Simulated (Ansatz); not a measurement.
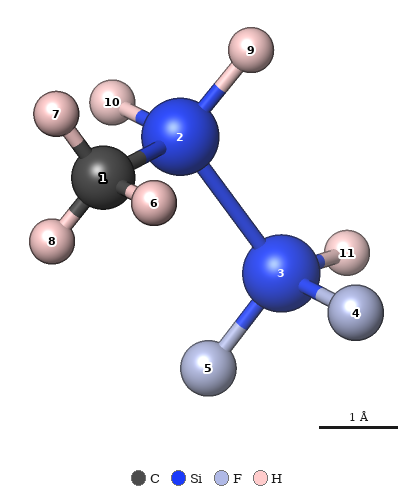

*The structure as given in the input (ball-and-stick view, seen at a tilt; atoms are numbered from 1 in the order of the input).*

Bond lengths as drawn: C–H 1.09 Å, C–Si 1.87 Å, F–Si 1.60 Å, H–Si 1.48 to 1.49 Å and Si–Si 2.34 Å.

# Run report: CH$_{6}$F$_{2}$Si$_{2}$, single-point calculation

The run: single-point calculation of CH$_{6}$F$_{2}$Si$_{2}$. Method and program: RKS PBE0-D4/def2-QZVPP (Ansatz 0.2.0).

The geometry comes from this level: PBE0-D4/def2-TZVP.

### What the program printed
```
Functional definition: PBE0
  name "PBE0"
  cite "Adamo & Barone, J. Chem. Phys. 110, 6158 (1999) doi:10.1063/1.478522"
  cite "Perdew, Burke & Ernzerhof, Phys. Rev. Lett. 77, 3865 (1996) doi:10.1103/PhysRevLett.77.3865"
  parent pbe
  parameter a = 0.25
  parameter kappa = 0.804
  parameter beta = 0.06672455060314922
  exchange = (1 - a)*pbe_x(kappa = kappa, mu = beta*pi^2/3) + a*exact_x
  correlation = pbe_c(beta = beta)
1683 factors; their error is unknown
mean field evaluation 1: about -22311.1021 eV, gradient 6.4e1 eV
mean field evaluation 2: about -22304.7753 eV, gradient 8.6e1 eV
mean field evaluation 4: about -22318.6813 eV, gradient 3.9e0 eV
mean field evaluation 8: about -22318.7254 eV, gradient 2.3e-2 eV
mean field -22318.72535520 eV, -820.1980286283 hartree, gradient 4.5e-5 eV, S^2 0.000000; 0 other end points of the search recorded, 0 dependent functions left out
reference -22318.72539811 eV, -820.1980302053 hartree; 29, 29 occupied and 462, 462 virtual orbitals, 1683 factors
Total energy: -22318.92029039 eV, -820.2051923643 hartree
```

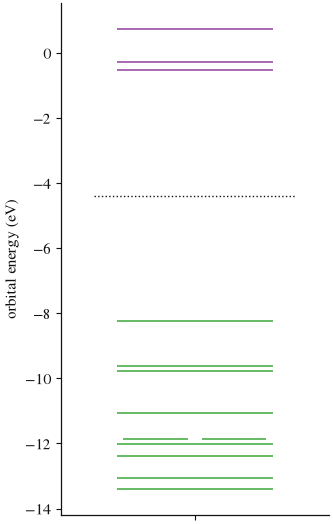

*Orbital energies near the frontier; the dotted line parts filled from empty levels, and levels within 0.02 eV of each other stand side by side.*

Highest filled −8.25 eV, lowest empty −0.52 eV, 7.73 eV apart.

This output came from the following input.

### Input file
```yaml
crystal:
  periodic: [false, false, false]
  atoms:
    - {symbol: C, position_ang: [-1.072620, 1.156887, 0.698278]}
    - {symbol: Si, position_ang: [0.477113, 0.106322, 0.760530]}
    - {symbol: Si, position_ang: [0.689190, -1.177548, -1.188184]}
    - {symbol: F, position_ang: [-0.602940, -2.100494, -1.358259]}
    - {symbol: F, position_ang: [0.723281, -0.210980, -2.458983]}
    - {symbol: H, position_ang: [-1.959781, 0.527526, 0.604023]}
    - {symbol: H, position_ang: [-1.169825, 1.754041, 1.607273]}
    - {symbol: H, position_ang: [-1.042855, 1.835028, -0.156868]}
    - {symbol: H, position_ang: [0.451479, -0.830737, 1.918232]}
    - {symbol: H, position_ang: [1.699540, 0.948931, 0.881731]}
    - {symbol: H, position_ang: [1.872817, -2.065976, -1.287173]}
basis:
  gaussian: {orbitals: "def2-QZVPP.json"}
hamiltonian: {xc: pbe0, dispersion: d4}
output: {orbitals: {seedname: orbitals}}
```

Launch command:
```bash
ansatz run in.yaml --threads 4 --pin off --events-out ev --progress --plain --max-ram 10444MiB
```

### Key numbers

| quantity | value |
| --- | --- |
| outcome | converged |
| total energy | −22318.9203 eV |
| mean-field energy | −22318.7254 eV |
| dispersion energy | −0.1949 eV |
| SCF solution under orbital rotations | stable |
| HOMO | −8.25 eV |
| LUMO | −0.52 eV |
| hardware | 4 threads of AMD EPYC, 15 GiB of memory available, shared host |
| wall time | 3.4 s (CPU time 13 s) |
| peak memory | 1.9 GiB |
